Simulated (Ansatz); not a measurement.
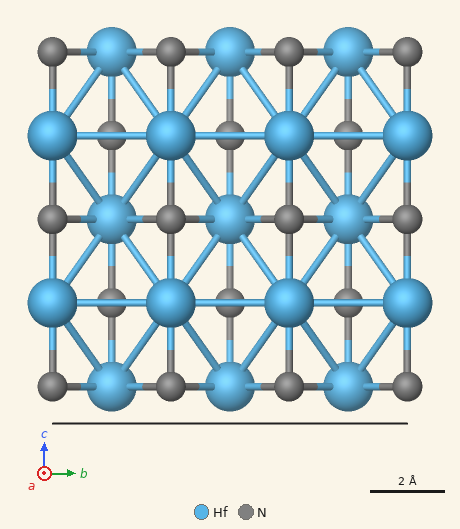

Reference structure: a (1 0 0) slab of HfN as cut from the relaxed bulk. Style: ball-and-stick. Shown: the 2 × 3 repeat of the cell, outlined in the plane, without the vacuum, along the a axis.

Method: Ansatz, DFT r2SCAN, scalar-relativistic, plane waves, PAW. Set-up: plane-wave cutoff 500 eV; occupations gaussian; smearing width 0.1 eV; no spin polarisation. The k-mesh is chosen for each cell (11×11×15, 11×11×1).

Change: The atoms of the slab are relaxed at the bulk's in-plane cell.

Input
```yaml
crystal:
  lattice:
    - [3.1999394349, 0.0, 0.0]
    - [0.0, 3.1999394349, 0.0]
    - [0.0, 0.0, 24.0507954953]
  atoms:
    - { symbol: Hf, position: [0.5, 0.5, 0.3118399972] }
    - { symbol: "N", position: [0.0, 0.0, 0.3118399972] }
    - { symbol: Hf, position: [0.0, 0.0, 0.4059199986] }
    - { symbol: "N", position: [0.5, 0.5, 0.4059199986] }
    - { symbol: Hf, position: [0.5, 0.5, 0.5] }
    - { symbol: "N", position: [0.0, 0.0, 0.5] }
    - { symbol: Hf, position: [0.0, 0.0, 0.5940800014] }
    - { symbol: "N", position: [0.5, 0.5, 0.5940800014] }
    - { symbol: Hf, position: [0.5, 0.5, 0.6881600028] }
    - { symbol: "N", position: [0.0, 0.0, 0.6881600028] }
basis:
  ecutwfc: 500
kpoints:
  mp_grid: { grid: [11, 11, 1] }
hamiltonian:
  xc: r2scan
scf:
  occupations: { method: gaussian, width: 0.1 }
output:
  forces: true
  eigenvalues: true
relax:
  adjacent_minimum: "off"
  f_tol: 0.02
  max_steps: 60
efield:
  axis: 3
  dipole_correction: true
```

### What is the effect?

The surface energy (mean of the two faces) falls from 1.90 to 1.64 J/m². The top spacing, between the HfN and HfN planes, goes from 2.26 to 2.26 Å (−0.3 %), the bottom one (HfN to HfN) from 2.26 to 2.26 Å (−0.3 %). The top plane rumples by 0.22 Å. The cell stays as it was. The largest moves relative to the layer's centre, 0.12 Å, are those of Hf1 and Hf9. Hf1 goes along the normal (+c). By element the largest moves are Hf 0.12 Å, N 0.10 Å. Some distances before and after: Hf–Hf 3.200 → 3.097 to 3.218 Å, Hf–N 2.263 → 2.174 to 2.338 Å.

Drawn alike, the variant:

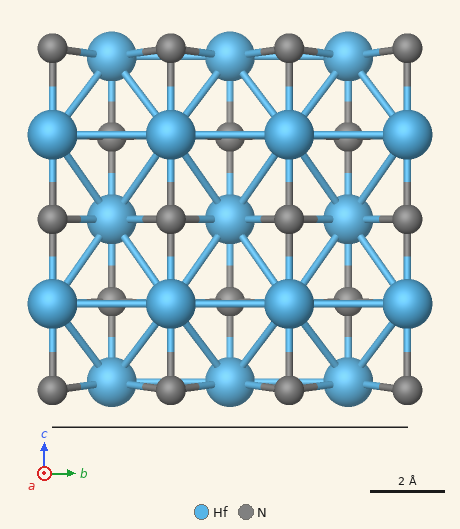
